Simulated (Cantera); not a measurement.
Feed: 1 mol FeS2, 0.32 mol O2, a varied amount of N2, at 1673.15 K and 1 atm.

These are equilibrium values from Cantera (NASA tables, ideal gas, pure condensed phases), not measurements of a reactor. Candidate condensed phases: Fe, FeO, FeS, FeSO4, FeS2, Fe2O3, Fe2(SO4)3, Fe3O4, S; 19 gas species. FeS: taken at fixed stoichiometry. Equilibrium is a limit: real reactors are often held back by kinetics, nucleation or transport.

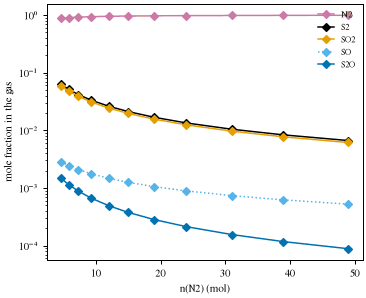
Figure. Equilibrium gas composition (values under 1e-9 drawn at 1e-9)

Task: Read off the mole fractions at 15 mol N2.

Result: N2 about 0.96, S2 about 0.021, SO2 about 0.020, SO about 0.0013, S2O about 0.00038.
